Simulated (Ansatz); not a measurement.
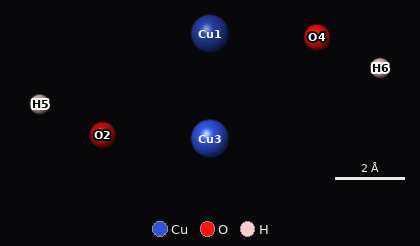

Fig. 1: The structure as given in the input (ball-and-stick view, seen at an oblique angle; atoms are numbered from 1 in the order of the input).

**Cu2H2O2: single-point calculation**

System: Cu2H2O2 ((CuOH)2 ring).
Method: RKS wB97X/def2-SVP (Ansatz 0.2.0).

Some settings of this run were made unusual or wrong on purpose. The geometry comes from this level: PBE-D4/def2-SVP. Figures and captions count atoms from 1; the log counts them from 0 in places.

Input file
```yaml
crystal:
  periodic: [false, false, false]
  atoms:
    - {symbol: Cu, position_ang: [1.934618, -0.315250, 1.529865]}
    - {symbol: O, position_ang: [-0.327324, 3.397744, 1.113252]}
    - {symbol: Cu, position_ang: [-1.937204, 0.313292, -1.526796]}
    - {symbol: O, position_ang: [0.328452, -3.397695, -1.114718]}
    - {symbol: H, position_ang: [-1.593422, 3.804828, 2.801031]}
    - {symbol: H, position_ang: [1.594902, -3.802941, -2.802634]}
basis:
  gaussian: {orbitals: def2-SVP, nuclear_model: gaussian, point_charges: [{charge: -1.00, position_ang: [3.736, -0.444, -0.111]}]}
hamiltonian: {xc: {name: wB97X}}
scf: {omitted_lower_state_checks: [starts]}
output: {forces: true}
```

Machine: 2 threads of Arm Neoverse V2, 23 GiB of memory available, shared host.

Launch command:
```bash
ansatz run in.yaml --threads 2 --pin off --events-out ev --progress --plain --max-ram 4352MiB
```

Log
```
Functional definition: wB97X
  name "wB97X"
  cite "Chai & Head-Gordon, J. Chem. Phys. 128, 084106 (2008) doi:10.1063/1.2834918"
  cite "Becke, J. Chem. Phys. 107, 8554 (1997) doi:10.1063/1.475007"
  parameter omega = 0.3/bohr
  parameter cx = 0.157706
  parameter cx1 = 0.726479
  parameter cx2 = 1.04760
  parameter cx3 = -5.70635
  parameter cx4 = 13.2794
  parameter css1 = -4.33879
  parameter css2 = 18.2308
  parameter css3 = -31.7430
  parameter css4 = 17.2901
  parameter cos1 = 2.37031
  parameter cos2 = -11.3995
  parameter cos3 = 6.58405
  parameter cos4 = -3.78132
  # The coefficients of nought are those of the uniform gas.
  exchange = spin_sum(e_x_unif_sr(omega)*poly(b97_u_x, 1 - cx, cx1, cx2, cx3, cx4)) + cx*exact_x_sr(omega)
      + exact_x_lr(omega)
  correlation = spin_sum(e_c_pw_same_spin*poly(b97_u_same, 1, css1, css2, css3, css4))
      + integral(e_c_pw_opposite_spin*poly(b97_u_opposite, 1, cos1, cos2, cos3, cos4))
these checks for a lower state are left out or cut short: starts
1057 factors; integrals over basis functions are off by at most 1.2e-3 eV
190 factors; integrals over basis functions are off by at most 2.1e-4 eV
mean field evaluation 1: about -93334.8304 eV, gradient 1.2e2 eV
mean field evaluation 2: about -93026.5832 eV, gradient 1.8e2 eV
mean field evaluation 4: about -93094.1310 eV, gradient 2.4e2 eV
mean field evaluation 8: about -93372.9825 eV, gradient 4.2e-1 eV
mean field -93373.00947647 eV, -3431.3948077612 hartree, gradient 1.7e-5 eV, S^2 0.000000; 0 other end points of the search recorded, 0 dependent functions left out
the calculation of the forces begins
reference -93373.00941649 eV, -3431.3948055572 hartree; 38, 38 occupied and 62, 62 virtual orbitals, 1057 factors
Total energy: -93373.00941649 eV, -3431.3948055572 hartree
Atom 0 at     1.934618    -0.315250     1.529865 Å, force     1.630673    -0.039533    -1.937889 eV/Å
Atom 1 at    -0.327324     3.397744     1.113252 Å, force    -1.750752     0.021891     1.996080 eV/Å
Atom 2 at    -1.937204     0.313292    -1.526796 Å, force     0.582461    -0.171127     0.332302 eV/Å
Atom 3 at     0.328452    -3.397695    -1.114718 Å, force     1.392355    -0.095936    -2.354711 eV/Å
Atom 4 at    -1.593422     3.804828     2.801031 Å, force     1.656722    -0.641396    -2.267493 eV/Å
Atom 5 at     1.594902    -3.802941    -2.802634 Å, force    -1.917123     0.657211     2.479272 eV/Å
Dipole moment:     1.161294    -0.633928     0.291134 e Å
Checks for a lower state left out: starts
```

Outcome

```json
{"quantity": "outcome", "value": "converged"}
{"quantity": "total energy", "value": "−93373.0094 eV"}
{"quantity": "SCF solution under orbital rotations", "value": "stable"}
{"quantity": "largest force (length of the vector)", "value": "3.202 eV/Å"}
{"quantity": "dipole moment", "value": "6.51 D"}
{"quantity": "wall time", "value": "7 s (CPU time 13 s)"}
{"quantity": "peak memory", "value": "0.36 GiB"}
```

What went wrong

The input was spoiled on purpose: apart. The run converged all the same; its numbers are those of the faulty input and shouldn't be used.
